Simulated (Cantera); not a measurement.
Feed: 1 mol B₂O₃, 92 mol H₂, 0.47 mol O₂, at 10.0 Torr.

Method: chemical equilibrium by Gibbs-energy minimisation in Cantera with the NASA 1993 tables (ideal gas, pure condensed phases). Candidate condensed phases: B, B₂O₃, B₃O₃H₃, H₂O; 23 gas species. Gases not in the tables: H₃BO₃. The numbers say what is thermodynamically allowed, not how fast it happens.

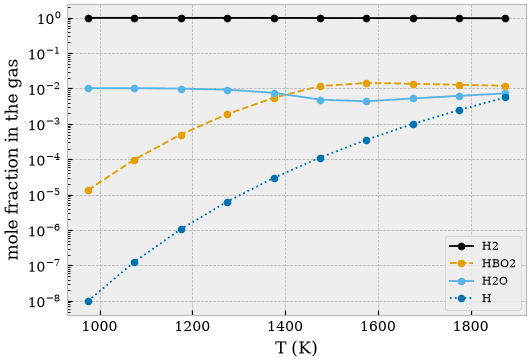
Equilibrium gas composition (values under 1e-9 drawn at 1e-9)

From 975 K to 1475 K the condensed part is B₂O₃(l). From 1575 K to 1875 K nothing is condensed.
